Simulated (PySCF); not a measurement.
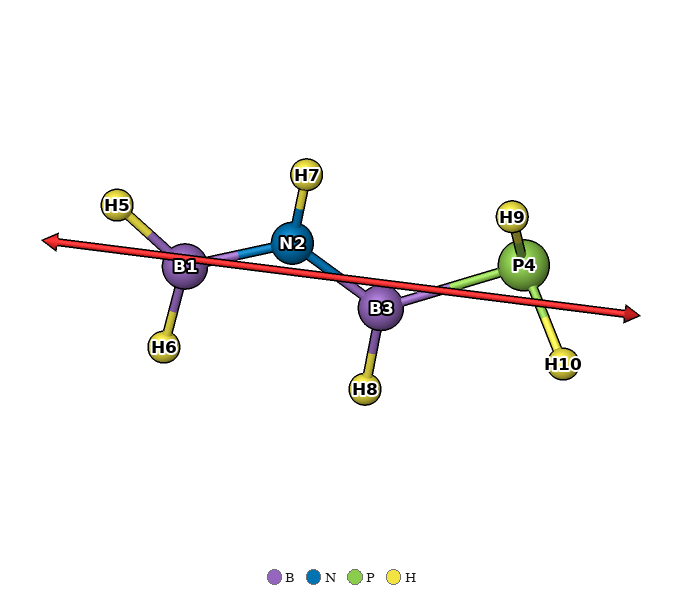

The double arrow shows the direction of the transition dipole to excited singlet state 7 (its length means nothing). The geometry was computed by an optimisation with PBE0-D3(BJ)/def2-SVP. No frequency run is at hand to confirm it as a minimum. Level of theory: TDDFT PBE0/def2-SVPD, vertical, gas phase, core orbitals frozen in the response (PySCF 2.14.0).

How is the transition polarised?

Close to the long direction B1···P4.

Where does the transition lie, and how strong is it?

7.39 eV (168 nm), oscillator strength 0.26, mainly HOMO−3 → LUMO (weight 0.78); transition dipole 3.06 D.
